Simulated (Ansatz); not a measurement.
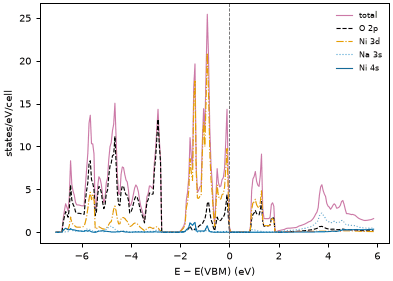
Total and projected density of states of Na2NiO2 in space group Cmc2_1 (No. 36; Pearson symbol oS20), the program Ansatz at the LDA level (PAW)

### Question
Which orbitals carry the states next to the gap?

### Answer
Top 1 eV of the valence band: Ni 3d 76 %, O 2p 21 %. Bottom 1 eV of the conduction band: Ni 3d 52 %, O 2p 39 %. Projections are on Löwdin-orthogonalised atomic valence shells; empty p or d shells of many metals are not among them.

### Question
Where is the tallest occupied peak in this window, and what makes it?

### Answer
Near -0.9 eV, about 25 states/eV per cell; the largest projected share is Ni 3d.

The workflow started from a Materials Project entry (that database holds measured and hypothetical structures alike); the Crystallography Open Database files this formula in space group No. 36, but the cells were not matched. Its standing as an ambient phase is unchecked. The LDA relaxation kept the symmetry of its start; its stability against distortions is not shown here. The run is not spin-polarised. No Hubbard U is applied.

Potentials: the later of the program's two PAW sets.
